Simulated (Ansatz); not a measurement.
**A computed series for AlRu: response to strain**

The reference is AlRu in the CsCl type structure (space group Pm-3m, No. 221; relaxed with 0.1 eV smearing).

```
AlRu
1.0
    2.97703     0.00000     0.00000
    0.00000     2.97703     0.00000
    0.00000     0.00000     2.97703
Al Ru
1 1
Direct
  0.50000   0.50000   0.50000
  0.00000   0.00000   0.00000
```

Strains are applied to the cell and any free atomic positions relax.

The values are results of Ansatz (a quantum-chemistry and plane-wave program), PBEsol, PAW, cutoff 420 eV, no SOC, not measurements.

Notes on the quantities. energy relative to the base: free energy F.

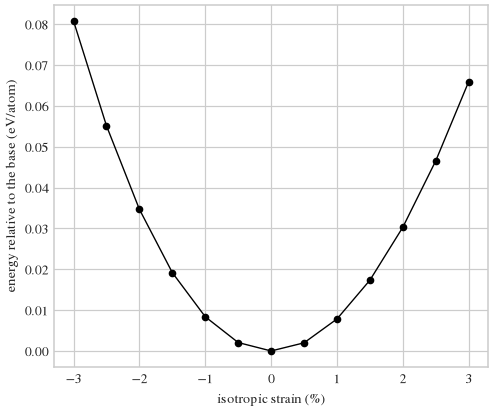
Energy relative to the base against isotropic strain

**Question.** From the plot, what is the energy relative to the base for isotropic strain +3.00 %?

**Answer.** About 0.066 eV/atom.

**Question.** Is the trend monotonic over the range shown?

**Answer.** No, it turns within the range, spanning 0 meV/atom to +81 meV/atom.

Stability against distortions was not tested. The final runs are not spin-polarised.
